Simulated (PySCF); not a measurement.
# C8H6ClP: a changed input and its effect

System: C8H6ClP, SMILES C#CPc1ccc(Cl)cc1.
Method of run A: GIAO PBE0/pcSseg-1 NMR shielding, non-relativistic, IEF-PCM water (PySCF 2.14.0).

The geometry comes from this level: PBE0-D3(BJ)/def2-SVP. Text and figures count atoms from 1; the logs count them from 0 in places.

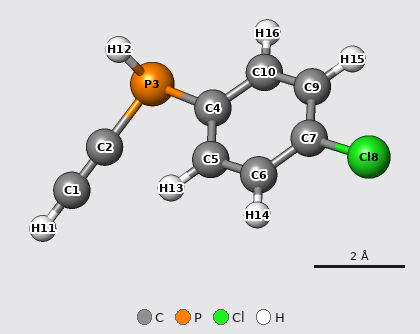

The input geometry (ball-and-stick view, seen at a tilt; atoms are numbered from 1 in the order of the input).

Input, run A:
```
{"job": {"kind": "nmr", "xc": "PBE0", "basis": "pcSseg-1", "solvent": "water", "pop": false}, "charge": 0, "multiplicity": 1}
C     -4.065600    -1.148204     1.855263
C     -3.585886    -1.006845     0.746845
P     -2.984299    -0.944341    -0.915797
C     -1.161872    -0.855172    -0.659829
C     -0.550552    -0.645101     0.580156
C      0.836229    -0.604060     0.691074
C      1.620593    -0.767830    -0.450047
Cl     3.345667    -0.712392    -0.317378
C      1.032138    -0.982978    -1.695245
C     -0.355420    -1.036842    -1.790012
H     -4.488324    -1.267195     2.836638
H     -3.224864     0.450951    -1.118852
H     -1.167048    -0.514360     1.472715
H      1.315223    -0.441872     1.658075
H      1.660790    -1.119212    -2.576521
H     -0.814532    -1.228484    -2.764448
```

The first line tells a small driver script what to run in PySCF; the rest is the geometry in Å.

Command:
```bash
OMP_NUM_THREADS=1 python <driver script> task.json out
```

Hardware: 1 CPU thread, shared host.

Output (run A):
```
coarse grid: 15656 points
cycle   1  E = -1109.1175159132  dE =  1.594e+00  |g| = 4.132e-01  |ddm| = 4.318e+00
cycle   2  E = -1109.1138872681  dE =  3.629e-03  |g| = 4.383e-01  |ddm| = 8.961e-01
cycle   3  E = -1109.1603311626  dE = -4.644e-02  |g| = 8.262e-02  |ddm| = 4.518e-01
cycle   4  E = -1109.1617591628  dE = -1.428e-03  |g| = 3.858e-02  |ddm| = 1.169e-01
cycle   5  E = -1109.1621447040  dE = -3.855e-04  |g| = 9.995e-03  |ddm| = 4.925e-02
cycle   6  E = -1109.1621682997  dE = -2.360e-05  |g| = 3.293e-03  |ddm| = 1.288e-02
cycle   7  E = -1109.1621705039  dE = -2.204e-06  |g| = 1.478e-03  |ddm| = 3.753e-03
final grid: 145568 points
cycle   8  E = -1109.2229982502  dE = -3.627e-05  |g| = 7.628e-03  |ddm| = 5.621e-02
cycle   9  E = -1109.2229915736  dE =  6.677e-06  |g| = 9.149e-03  |ddm| = 1.806e-02
cycle  10  E = -1109.2230126634  dE = -2.109e-05  |g| = 1.973e-03  |ddm| = 9.569e-03
cycle  11  E = -1109.2230135404  dE = -8.770e-07  |g| = 5.372e-04  |ddm| = 1.742e-03
cycle  12  E = -1109.2230136091  dE = -6.867e-08  |g| = 9.296e-05  |ddm| = 4.939e-04
cycle  13  E = -1109.2230136108  dE = -1.722e-09  |g| = 3.644e-05  |ddm| = 1.205e-04
cycle  14  E = -1109.2230136111  dE = -3.013e-10  |g| = 1.261e-05  |ddm| = 4.617e-05
converged SCF energy = -1109.2230136111

GIAO shielding tensors (ppm)
atom      isotropic    diamagn.    paramagn.     s11        s22        s33       span
  0 C       76.644     258.459    -181.815     -5.234      7.443    227.724    232.959
  1 C      104.245     268.173    -163.928      3.699     14.360    294.676    290.977
  2 P      430.183     962.227    -532.044    358.373    432.082    500.096    141.723
  3 C       51.036     264.970    -213.934    -46.735     24.294    175.550    222.285
  4 C       44.861     254.828    -209.966    -60.929     26.742    168.771    229.701
  5 C       49.031     250.594    -201.563    -49.249     40.259    156.083    205.331
  6 C       38.745     257.270    -218.525    -60.446     54.463    122.218    182.664
  7 Cl     719.130    1146.185    -427.056    555.826    595.870   1005.693    449.867
  8 C       49.401     248.963    -199.562    -48.739     40.235    156.707    205.446
  9 C       43.760     251.155    -207.395    -65.995     32.067    165.209    231.204
 10 H       27.697      31.942      -4.245     22.582     23.456     37.054     14.472
 11 H       25.422      25.108       0.314     20.754     24.657     30.856     10.102
 12 H       22.950      35.804     -12.853     17.774     21.882     29.195     11.421
 13 H       23.496      31.343      -7.847     18.849     23.234     28.406      9.558
 14 H       23.581      29.474      -5.893     19.042     23.502     28.197      9.155
 15 H       23.512      29.202      -5.690     19.101     23.158     28.276      9.175
```

The input of run B differs as follows (lines with − go, lines with + come):
```diff
-"solvent": "water"
-"pop": false
+"solvent": "cyclohexane"
+"pop": true
```

How does run B compare with run A?

The total energy of run B is 3.4 kcal/mol higher: the change of the electrostatic solvation energy at this fixed geometry, without cavity or dispersion terms. The dipole moment goes from 1.41 to 1.22 D. Of all shieldings, the largest change is that of Cl8, by −7.3 ppm. The number of SCF iterations is the same.

Output (run B):
```
coarse grid: 15656 points
cycle   1  E = -1109.1106247196  dE =  1.600e+00  |g| = 4.195e-01  |ddm| = 4.320e+00
cycle   2  E = -1109.1039496001  dE =  6.675e-03  |g| = 4.562e-01  |ddm| = 9.649e-01
cycle   3  E = -1109.1542350304  dE = -5.029e-02  |g| = 9.524e-02  |ddm| = 5.066e-01
cycle   4  E = -1109.1561329002  dE = -1.898e-03  |g| = 4.556e-02  |ddm| = 1.421e-01
cycle   5  E = -1109.1566610917  dE = -5.282e-04  |g| = 1.428e-02  |ddm| = 6.030e-02
cycle   6  E = -1109.1567080284  dE = -4.694e-05  |g| = 5.279e-03  |ddm| = 1.635e-02
cycle   7  E = -1109.1567141430  dE = -6.115e-06  |g| = 1.878e-03  |ddm| = 5.504e-03
final grid: 145568 points
cycle   8  E = -1109.2175719392  dE = -3.473e-05  |g| = 7.980e-03  |ddm| = 5.528e-02
cycle   9  E = -1109.2175589218  dE =  1.302e-05  |g| = 1.066e-02  |ddm| = 1.989e-02
cycle  10  E = -1109.2175871889  dE = -2.827e-05  |g| = 2.429e-03  |ddm| = 1.132e-02
cycle  11  E = -1109.2175885640  dE = -1.375e-06  |g| = 5.892e-04  |ddm| = 2.128e-03
cycle  12  E = -1109.2175886435  dE = -7.952e-08  |g| = 1.581e-04  |ddm| = 6.256e-04
cycle  13  E = -1109.2175886490  dE = -5.559e-09  |g| = 5.796e-05  |ddm| = 2.008e-04
cycle  14  E = -1109.2175886499  dE = -8.656e-10  |g| = 1.432e-05  |ddm| = 7.733e-05
converged SCF energy = -1109.2175886499

GIAO shielding tensors (ppm)
atom      isotropic    diamagn.    paramagn.     s11        s22        s33       span
  0 C       78.049     259.452    -181.403     -2.708      9.810    227.044    229.752
  1 C      104.281     267.774    -163.493      3.366     14.703    294.775    291.409
  2 P      428.535     962.151    -533.616    357.541    429.950    498.113    140.573
  3 C       51.745     264.736    -212.992    -45.560     24.965    175.830    221.390
  4 C       44.775     255.101    -210.326    -61.390     27.325    168.391    229.781
  5 C       49.226     251.084    -201.858    -49.550     42.271    154.957    204.506
  6 C       37.977     256.655    -218.678    -60.633     51.127    123.436    184.069
  7 Cl     711.795    1146.089    -434.294    544.176    590.757   1000.451    456.275
  8 C       49.863     249.362    -199.499    -48.620     42.553    155.656    204.276
  9 C       44.567     251.695    -207.128    -65.604     35.312    163.993    229.598
 10 H       28.006      32.227      -4.221     22.973     23.858     37.186     14.213
 11 H       25.638      25.488       0.150     20.954     24.973     30.986     10.031
 12 H       23.035      35.969     -12.934     17.879     21.918     29.307     11.428
 13 H       23.665      31.588      -7.922     19.093     23.312     28.590      9.497
 14 H       23.760      29.636      -5.876     19.279     23.629     28.373      9.095
 15 H       23.727      29.463      -5.736     19.397     23.294     28.490      9.093
```

The two runs side by side:

| quantity | run A | run B |
| --- | --- | --- |
| outcome | converged | converged |
| total energy (hartree) | −1109.223014 | −1109.217589 |
| HOMO (eV) | −6.90 | −6.89 |
| LUMO (eV) | −0.97 | −0.99 |
| dipole moment (D) | 1.41 | 1.22 |
| shielding of C1 (ppm) | 76.6 | 78.0 |
| shielding of P3 (ppm) | 430.2 | 428.5 |
| shielding of C4 (ppm) | 51.0 | 51.7 |
| shielding of C7 (ppm) | 38.7 | 38.0 |
| shielding of Cl8 (ppm) | 719.1 | 711.8 |
| shielding of C9 (ppm) | 49.4 | 49.9 |
| shielding of C10 (ppm) | 43.8 | 44.6 |
| SCF iterations | 14 | 14 |
| basis functions | 214 | 214 |
| wall time (shared host) | 39 s | 42 s |
